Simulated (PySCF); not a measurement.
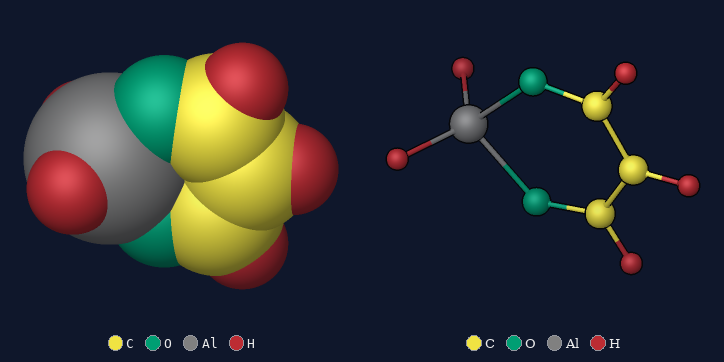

Both panels show the same species.

The computed structure is the end point of a PBE0-D3(BJ)/def2-SVP optimisation. No frequency run is at hand to confirm it as a minimum.

Describe the molecule.

Formula C3H5AlO2. As SMILES it reads `C1=C[O][AlH2-][O+]=C1`. Among its groups: alkene. Coordination, clear cases only: 3 C trigonal planar; 2 O bent.

The parts below concern this one geometry. Atoms keep their numbers from picture to picture.

**Shape**

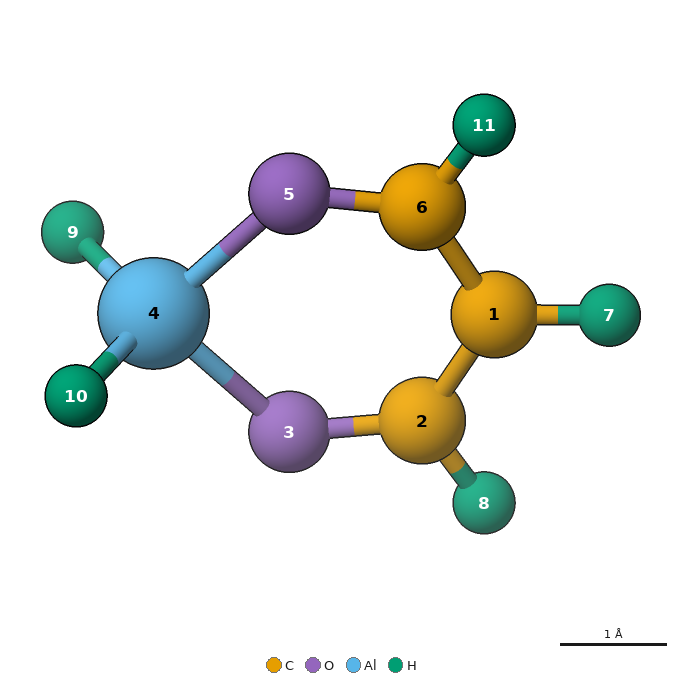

The atoms are numbered. No frequency run is at hand to confirm it as a minimum.

Give these bond angles: C2–C1–C6, C2–C1–H7, O3–Al4–O5, O3–Al4–H9, O3–Al4–H10, C2–O3–Al4, C1–C2–O3, C1–C2–H8, O3–C2–H8.

```tsv
angle	degrees
C2–C1–C6	121.2
C2–C1–H7	119.4
O3–Al4–O5	93.0
O3–Al4–H9	109.0
O3–Al4–H10	108.9
C2–O3–Al4	127.1
C1–C2–O3	125.8
C1–C2–H8	118.5
O3–C2–H8	115.8
```

**Levels of theory compared**

No frequency run is at hand to confirm it as a minimum. Program: PySCF 2.14.0.

Tabulate dipole (D), HOMO energy (eV), HOMO–LUMO gap (eV) at these levels: B3LYP/pcSseg-2; BLYP/pcSseg-2; CAM-B3LYP/pcSseg-2; KT2/pcSseg-2; PBE/pcSseg-2; PBE0/cc-pVTZ; PBE0/pcSseg-0.

| level | dipole (D) | HOMO energy (eV) | HOMO–LUMO gap (eV) |
| --- | --- | --- | --- |
| B3LYP/pcSseg-2 | 4.28 | −7.18 | 4.47 |
| BLYP/pcSseg-2 | 4.10 | −6.10 | 2.84 |
| CAM-B3LYP/pcSseg-2 | 4.37 | −8.67 | 7.28 |
| KT2/pcSseg-2 | 4.01 | −6.24 | 2.91 |
| PBE/pcSseg-2 | 4.02 | −6.21 | 2.81 |
| PBE0/cc-pVTZ | 4.22 | −7.31 | 4.90 |
| PBE0/pcSseg-0 | 4.84 | −7.48 | 4.96 |

**Bond orders**

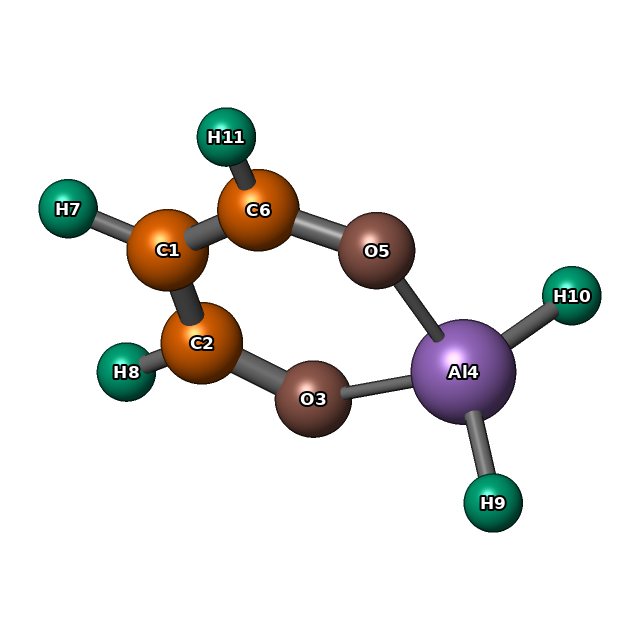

The thickness of each stick grows with its Mayer bond order. No frequency run is at hand to confirm it as a minimum. Level of theory: PBE0/def2-SVP (PySCF 2.14.0).

**Which bond has the highest Mayer bond order?**

C2–O3 and O5–C6, 1.49, at a length of 1.266 Å.

List the Mayer bond orders of C1–C2, C1–H7, O3–Al4, Al4–H9, Al4–H10, C2–O3, C2–H8 (one bond of each equivalent set). Atoms whose distances differ by more than 0.02 Å in this geometry are listed apart.

```json
{"bond": "C1–C2", "Mayer order": "1.35", "length (Å)": "1.397"}
{"bond": "C1–H7", "Mayer order": "0.95", "length (Å)": "1.089"}
{"bond": "O3–Al4", "Mayer order": "0.57", "length (Å)": "1.872"}
{"bond": "Al4–H9", "Mayer order": "0.91", "length (Å)": "1.586"}
{"bond": "Al4–H10", "Mayer order": "0.91", "length (Å)": "1.587"}
{"bond": "C2–O3", "Mayer order": "1.49", "length (Å)": "1.266"}
{"bond": "C2–H8", "Mayer order": "0.97", "length (Å)": "1.104"}
```

**Quadrupole coupling**

No frequency run is at hand to confirm it as a minimum. Electric field gradients from the ground-state density, PBE0/IGLO-III (PySCF 2.14.0), non-relativistic apart from any core potentials.

Give the largest field-gradient component, the quadrupole coupling constant and the asymmetry for 17O at O3 (Q = −25.6 mb), 27Al at Al4 (Q = 146.6 mb).

```csv
atom,V_zz (a.u.),e²qQ/h (MHz),η
O3,−1.340,8.06,0.72
Al4,−0.737,−25.4,0.95
```
